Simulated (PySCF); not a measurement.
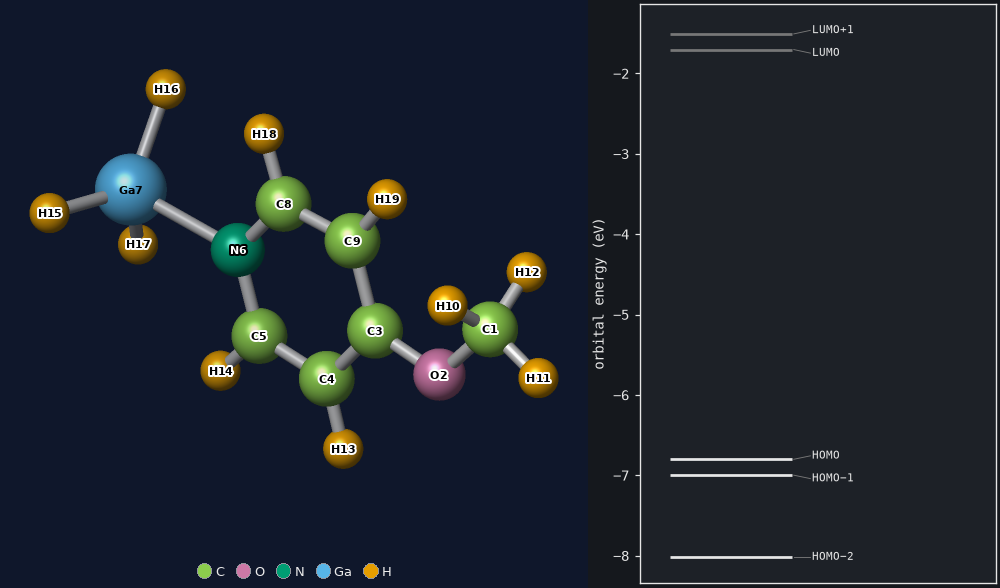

C₆H₁₀GaNO, SMILES COc1cc[n+]([GaH3-])cc1, singlet. Kohn-Sham orbital energies near the frontier, B3LYP/def2-SVPD in PySCF 2.14.0, at a PBE0-D3(BJ)/def2-SVP geometry (no frequency check), isolated molecule; empty levels in grey, levels within 0.03 eV side by side.

**Where do the frontier orbitals lie?**

HOMO at −6.80 eV, LUMO at −1.70 eV, 5.10 eV apart.

**On which atoms do HOMO and LUMO mostly sit?**

HOMO: Ga7 38 %, H15 34 %, H17/H16 10 % each. LUMO: C8 20 %, C3 20 %, N6 20 % (Löwdin shares).

Known limits of this run: one conformer of a flexible molecule.
